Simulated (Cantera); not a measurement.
Input: 1 mol MgSO4, 0.79 mol C, 0.37 mol H2O, equilibrated at 0.133 bar.

Cantera equilibrium calculation (NASA polynomials, part measured and part estimated; ideal gas, pure solids and liquids). Candidate condensed phases: C, C6H6, C7H8, C8H18, H2O, H2SO4, Mg, MgCO3, MgO, Mg(OH)2, MgS, MgSO4, S; 130 gas species. Gases not in the tables: S3 to S7. Kinetics and transport are ignored.

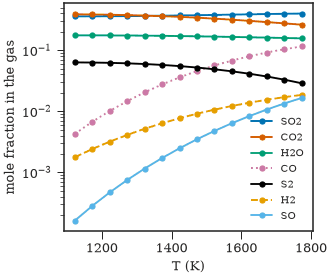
Figure: Equilibrium gas composition (values under 1e-9 drawn at 1e-9)

Read off the mole fractions at 1573 K.

SO2 about 0.38, CO2 about 0.32, H2O about 0.16, CO about 0.068, S2 about 0.045, H2 about 0.012, SO about 0.0064.
